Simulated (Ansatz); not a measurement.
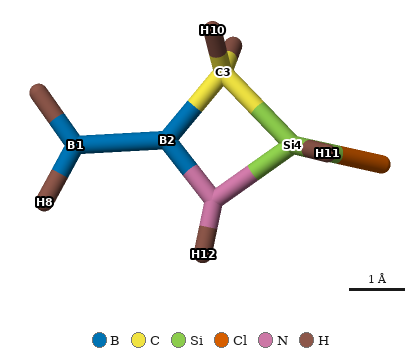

Figure 1. The structure (stick view, seen on its broad side; atoms are numbered from 1 in the order of the input).

**Frequency calculation of CH6B2ClNSi**

- system: CH6B2ClNSi, SMILES BB1C[SiH](Cl)N1
- method: RKS r2SCAN-D4/6-31G (Ansatz 0.2.0)

It belongs to a series of runs on one base structure; here: vibrations at the highest image of the band. Figures and captions count atoms from 1; the log counts them from 0 in places.

Input
```yaml
crystal:
  periodic: [false, false, false]
  atoms:
    - { symbol: B, position_ang: [-2.300572, -0.300026, 0.339752] }
    - { symbol: B, position_ang: [-0.619234, -0.09339, 0.106028] }
    - { symbol: C, position_ang: [0.256481, 0.98161, -0.749385] }
    - { symbol: Si, position_ang: [1.759683, 0.11041, 0.042652] }
    - { symbol: Cl, position_ang: [3.12711, -0.990772, -1.272168] }
    - { symbol: "N", position_ang: [0.409444, -0.901188, 0.697964] }
    - { symbol: H, position_ang: [-3.122506, 0.383646, -0.206845] }
    - { symbol: H, position_ang: [-2.726074, -1.154915, 1.071993] }
    - { symbol: H, position_ang: [0.191396, 0.84698, -1.836264] }
    - { symbol: H, position_ang: [0.114088, 2.044794, -0.527392] }
    - { symbol: H, position_ang: [2.656561, 0.732712, 1.07527] }
    - { symbol: H, position_ang: [0.330625, -1.71506, 1.292294] }
basis:
  gaussian: { orbitals: "6-31G" }
hamiltonian:
  xc: r2scan
  dispersion: d4
phonons: {}
```

Run as:
```bash
ansatz run input.yaml --threads 1 --pin off --max-ram 2048MiB --backend cpu --events-out ev --progress --plain --runs-dir out
```

What the program printed
```
Engine: ansatz 0.2.0, x86_64-unknown-linux-gnu
Functional definition: r2SCAN
  parameter k0 = 0.174
  parameter k1 = 0.065
  parameter a1 = 4.9479
  exchange = r2scan_x(k0 = k0, k1 = k1, a1 = a1)
  correlation = r2scan_c
1043 factors; integrals over basis functions are off by at most 2.1e-4 eV
mean field evaluation 1: about -24362.2252 eV, gradient 6.4e1 eV
mean field evaluation 2: about -24335.5287 eV, gradient 1.1e2 eV
mean field evaluation 4: about -24371.5192 eV, gradient 8.9e0 eV
mean field evaluation 8: about -24371.7312 eV, gradient 1.8e-1 eV
mean field evaluation 16: about -24371.7313 eV, gradient 1.6e-5 eV
mean field -24371.73128523 eV, -895.6446049792 hartree, gradient 1.6e-5 eV, S^2 0.000000; 0 other end points of the search recorded, 0 dependent functions left out
the calculation of the forces begins
reference -24371.73129531 eV, -895.6446053498 hartree; 30, 30 occupied and 44, 44 virtual orbitals, 1043 factors
these checks for a lower state are left out or cut short: stability, starts, cluster_reference, orbital_swaps, neighbouring_geometries, increment
1043 factors; integrals over basis functions are off by at most 2.1e-4 eV
mean field -24371.73116297 eV, -895.6446004865 hartree, gradient 1.1e-6 eV, S^2 0.000000; 0 other end points of the search recorded, 0 dependent functions left out
[... from here on the field's lines of each further geometry are left out, up to the last ...]
the calculation of the forces begins
reference -24371.73124818 eV, -895.6446036180 hartree; 30, 30 occupied and 44, 44 virtual orbitals, 1043 factors
these checks for a lower state are left out or cut short: stability, starts, cluster_reference, orbital_swaps, neighbouring_geometries, increment
1043 factors; integrals over basis functions are off by at most 2.1e-4 eV
mean field evaluation 448: about -24371.7312 eV, gradient 2.4e-6 eV
mean field -24371.73122489 eV, -895.6446027620 hartree, gradient 2.4e-6 eV, S^2 0.000000; 0 other end points of the search recorded, 0 dependent functions left out
the calculation of the forces begins
reference -24371.73123497 eV, -895.6446031325 hartree; 30, 30 occupied and 44, 44 virtual orbitals, 1043 factors
WARN: phonons: modes at or below zero, which the zero-point energy, F, S and C_V leave out: 1, the lowest at -239.85 cm⁻¹. A minimum has none, and a first-order saddle one
Total energy: -24371.80792741 eV, -895.6474215277 hartree
Atom 0 at    -2.300572    -0.300026     0.339752 Å, force    -0.002580    -0.000887    -0.002113 eV/Å
Atom 1 at    -0.619234    -0.093390     0.106028 Å, force    -0.001667    -0.000522     0.001906 eV/Å
Atom 2 at     0.256481     0.981610    -0.749385 Å, force     0.005117     0.003549    -0.005866 eV/Å
Atom 3 at     1.759683     0.110410     0.042652 Å, force    -0.008745    -0.007487     0.006078 eV/Å
Atom 4 at     3.127110    -0.990772    -1.272168 Å, force     0.000223    -0.000970    -0.000481 eV/Å
Atom 5 at     0.409444    -0.901188     0.697964 Å, force    -0.002205     0.008072    -0.004226 eV/Å
Atom 6 at    -3.122506     0.383646    -0.206845 Å, force     0.000290     0.001383     0.000333 eV/Å
Atom 7 at    -2.726074    -1.154915     1.071993 Å, force     0.000027    -0.001928     0.000846 eV/Å
Atom 8 at     0.191396     0.846980    -1.836264 Å, force     0.000541     0.000368     0.001290 eV/Å
Atom 9 at     0.114088     2.044794    -0.527392 Å, force    -0.000891     0.000180     0.001136 eV/Å
Atom 10 at     2.656561     0.732712     1.075270 Å, force     0.000707    -0.000249    -0.000878 eV/Å
Atom 11 at     0.330625    -1.715060     1.292294 Å, force     0.009183    -0.001510     0.001976 eV/Å
Dipole moment:    -0.254194     0.202289     0.396162 e Å
Vibrations: -239.85 66.03 147.72 216.96 232.94 351.58 405.46 513.21 611.54 663.03 707.10 722.81 751.59 793.50 846.27 865.94 932.31 1010.39 1029.54 1101.20 1176.52 1230.06 1337.69 1455.46 2171.91 2569.58 2649.60 3090.20 3154.36 3644.82 cm⁻¹, zero-point energy 2.135586 eV
```

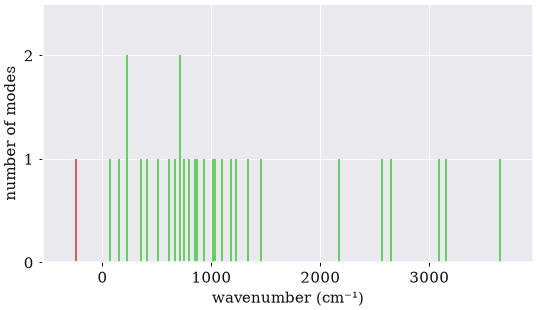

Figure 2. Harmonic vibrational wavenumbers from the force constants; neighbouring modes closer than 18 cm⁻¹ are counted in one stick, and imaginary ones are drawn at negative wavenumbers. 30 modes from 240i to 3645 cm⁻¹, 1 imaginary beyond 8i (240i cm⁻¹): a first-order saddle point, if the geometry is stationary.

Key numbers

```csv
quantity,value
outcome,converged
total energy,−24371.8079 eV
mean-field energy,−24371.7313 eV
largest force (length of the vector),0.013 eV/Å
hardware,"1 thread of Intel Xeon @ 2.50GHz (Skylake/Cascade Lake), 189 GiB of memory available, shared host"
wall time,12 min
peak memory,0.18 GiB
```
